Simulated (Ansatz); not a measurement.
Dissociation curve of MgC, lowest singlet found (which spin is the ground state isn't settled by this scan).

Methods: RCCSD(T) = Ansatz (a first-principles code) with CCSD(T) on RHF/aug-cc-pVDZ, frozen core; RKS-PBE0 = restricted PBE0/aug-cc-pVDZ (Ansatz); RKS-PBE = restricted PBE/aug-cc-pVDZ (Ansatz); RKS-BLYP = restricted BLYP/aug-cc-pVDZ (Ansatz); FCI = Ansatz with full CI/aug-cc-pVDZ, frozen core.

Cost and accuracy over the 13 points of the scan, with FCI as yardstick. Costs are rough ratios of core time within Ansatz on shared cores, each with its mean field (Kohn-Sham runs search longer for lower solutions than correlated ones do); the miss is the largest error against full CI of the curve after the mean shift, in kcal/mol.

### Question
Which is the cheapest of these levels that stays within 1.6 kcal/mol of FCI?

### Answer
RKS-PBE0.

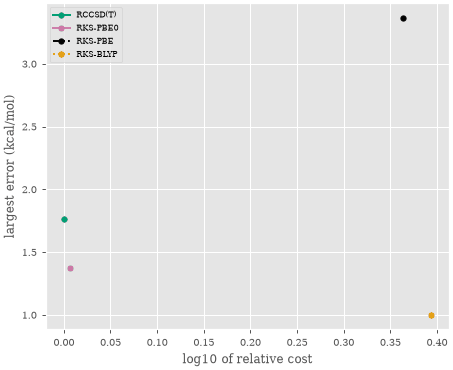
Miss against cost, one point a level.

| level | relative cost | largest error |
|---|---|---|
| RCCSD(T) | 1 | 1.8 |
| RKS-PBE0 | 1 | 1.4 |
| RKS-PBE | 2 | 3.4 |
| RKS-BLYP | 2 | 1.0 |

Costs within a factor of two of each other count as equal.

The scan ran from 1.57 to 7.42 Å; beyond the distances shown full CI changes its symmetry label. The T1 diagnostic of CCSD on the restricted reference of RCCSD(T) exceeds 0.045 at 1.89 to 2.92 Å. The restricted form behind RKS-PBE0, RKS-PBE, RKS-BLYP keeps the bonding electrons paired and can't separate into open-shell fragments. Also computed but left out beside FCI, since their determinant holds another spin at the minimum (<S²> over 0.7 above the pure value): UHF, UMP2, UCCSD, UCCSD(T), UCCSDT, UCCSDT(Q), UKS-BLYP, UKS-PBE0, UKS-PBE, UKS-B3LYP/6-31G*, UKS-B3LYP/6-311+G**, UHF/LANL2DZ, UKS-LDA (SVWN5)/6-31G*.
